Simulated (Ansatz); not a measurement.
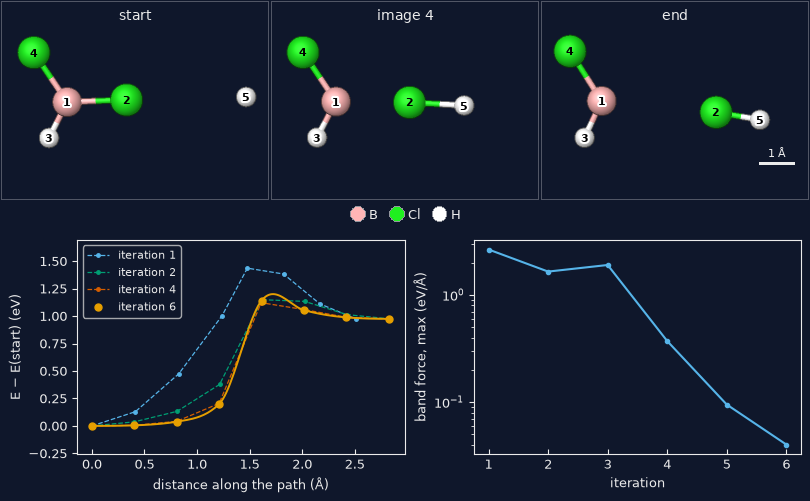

NEB run on BH$_{2}$Cl$_{2}$ (multiplicity 2), made up of BHCl2 and H. Images are numbered from 0 (start) to 7 (end). The plot follows the band through its iterations. A ball-and-stick model, seen at a tilt.

All numbers below come from Ansatz 0.2.0, UKS PBE/def2-SVP. Run with 6 movable images; no climbing image; force threshold 0.05 eV/Å; iteration limit 60; starting path through a guess of the saddle point.

**How did the profile develop, and is the result final?**

The run is converged, with reservations. The band converged in 6 iterations. The largest component of the band force went from 2.7 to 0.04 eV/Å. No image climbed, so the highest image needn't lie on the saddle point, and the true maximum along this path can be higher. The first iteration put the highest image at 1.44 eV. The highest point, image 4, lies 1.14 eV above the start and 0.17 eV above the end; the end is at +0.97 eV relative to the start.

Limits of the set-up: the start holds two separate molecules, 3.5 Å apart at their closest, whose relative position is a soft coordinate and is computed without a dispersion correction.

The run took 63 s on 1 thread of Arm Neoverse V2, with other jobs on the host, peak memory 0.11 GiB.
